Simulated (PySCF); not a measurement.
Consider CH6O4SSi2 (SMILES O=CO[Si](O)(O)S[SiH3]).

```xyz
14

O    -2.7926   -0.8085   -0.3968
C    -2.1646   -1.0081    0.6012
O    -1.0875   -0.3640    0.9730
Si   -0.3242    0.8318    0.0595
O     0.3940    1.7899    1.1342
O    -1.4000    1.6620   -0.8040
S     1.1678   -0.1079   -1.1117
Si    2.4986   -0.8505    0.4169
H    -2.4333   -1.7772    1.3458
H    -0.1003    2.4796    1.5734
H    -2.0554    1.1776   -1.3100
H     1.7759   -1.8018    1.2544
H     2.9999    0.2745    1.1920
H     3.5209   -1.4979   -0.3898
```

Geometry: GFN2-xTB.

Computed with PBE0/def2-SVPD, SCF density, gas phase in PySCF 2.14.0.

**Predict the electron density and electron localisation function between the atoms.**

Si–O (1.61 Å): ρ is about 1.2 e/Å³ halfway; the ELF peaks at about 0.85 between the atoms: a short, strongly polar bond.
Si–S (2.12 Å): ρ at the midpoint is about 0.87 e/Å³; the ELF peaks at about 0.95 between the atoms, as expected for a covalent bond.

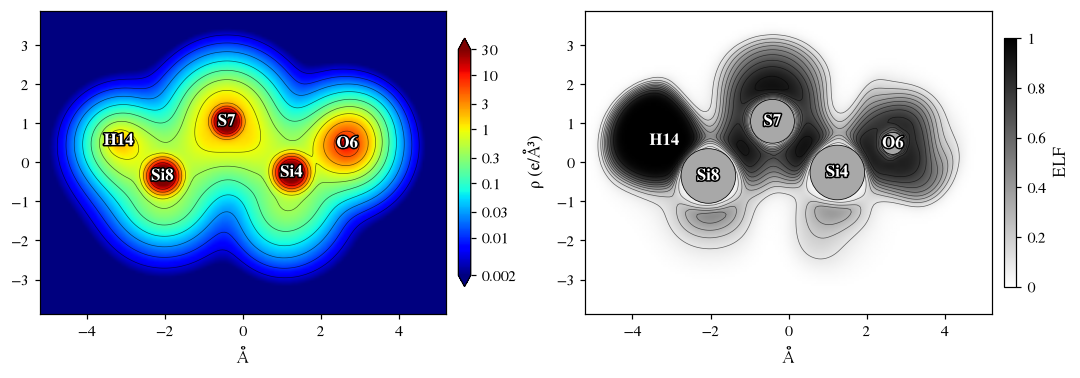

Computed electron density and electron localisation function on the plane of atoms S7, Si8 and H14, in this order. Grey discs cover the atomic cores in the ELF map. 
